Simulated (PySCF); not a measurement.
Bond stretch in SiO, singlet.

Levels of theory: RKS-B3LYP = restricted B3LYP/cc-pVTZ run with PySCF; UKS-CAM-B3LYP = unrestricted CAM-B3LYP/cc-pVTZ (PySCF 2.14.0); RHF/cc-pVTZ (PySCF).

Magnitude of the dipole moment (D; its direction can reverse along the curve, and a method can change to another solution) and Mulliken charge of the fragment that holds Si1:

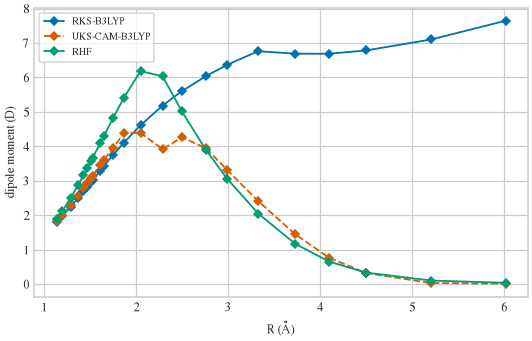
Figure: Dipole moment against bond length.

| R / Å | μ RKS-B3LYP | q RKS-B3LYP | μ UKS-CAM-B3LYP | q UKS-CAM-B3LYP | μ RHF | q RHF |
|---|---|---|---|---|---|---|
| 1.14 | 1.82 | 0.42 | 1.84 | 0.41 | 1.89 | 0.52 |
| 1.20 | 1.98 | 0.38 | 2.01 | 0.37 | 2.12 | 0.48 |
| 1.29 | 2.24 | 0.35 | 2.30 | 0.34 | 2.50 | 0.45 |
| 1.37 | 2.49 | 0.35 | 2.57 | 0.34 | 2.87 | 0.46 |
| 1.43 | 2.69 | 0.36 | 2.78 | 0.36 | 3.16 | 0.47 |
| 1.47 | 2.82 | 0.38 | 2.93 | 0.37 | 3.36 | 0.49 |
| 1.51 | 2.96 | 0.39 | 3.08 | 0.39 | 3.57 | 0.50 |
| 1.53 | 3.02 | 0.40 | 3.15 | 0.39 | 3.67 | 0.51 |
| 1.61 | 3.29 | 0.43 | 3.45 | 0.43 | 4.08 | 0.55 |
| 1.65 | 3.42 | 0.44 | 3.59 | 0.44 | 4.29 | 0.57 |
| 1.75 | 3.74 | 0.47 | 3.96 | 0.48 | 4.81 | 0.62 |
| 1.87 | 4.11 | 0.50 | 4.38 | 0.51 | 5.42 | 0.66 |
| 2.05 | 4.61 | 0.52 | 4.39 | 0.48 | 6.18 | 0.70 |
| 2.29 | 5.18 | 0.50 | 3.92 | 0.41 | 6.04 | 0.63 |
| 2.50 | 5.60 | 0.48 | 4.26 | 0.40 | 5.01 | 0.47 |
| 2.76 | 6.04 | 0.44 | 3.95 | 0.32 | 3.90 | 0.31 |
| 2.99 | 6.37 | 0.42 | 3.32 | 0.24 | 3.07 | 0.21 |
| 3.33 | 6.76 | 0.40 | 2.41 | 0.14 | 2.05 | 0.11 |
| 3.73 | 6.69 | 0.36 | 1.45 | 0.07 | 1.17 | 0.05 |
| 4.10 | 6.69 | 0.34 | 0.77 | 0.03 | 0.65 | 0.02 |
| 4.50 | 6.79 | 0.31 | 0.32 | 0.01 | 0.34 | 0.01 |
| 5.21 | 7.10 | 0.29 | 0.03 | 0.00 | 0.10 | 0.00 |
| 6.02 | 7.65 | 0.27 | 0.01 | 0.00 | 0.04 | 0.00 |

At the longest distance RKS-B3LYP leaves fractional charges on the fragments, a sign of delocalisation error or of the restricted form. The restricted form behind RKS-B3LYP, RHF keeps the bonding electrons paired and can't separate into open-shell fragments. The unrestricted solution behind UKS-CAM-B3LYP changes between 2.05 and 2.29 Å, which can leave a kink. The unrestricted determinant behind UKS-CAM-B3LYP is spin-contaminated at 2.05 to 6.02 Å (<S²> up to 2.0, against 0.00 for a pure singlet).
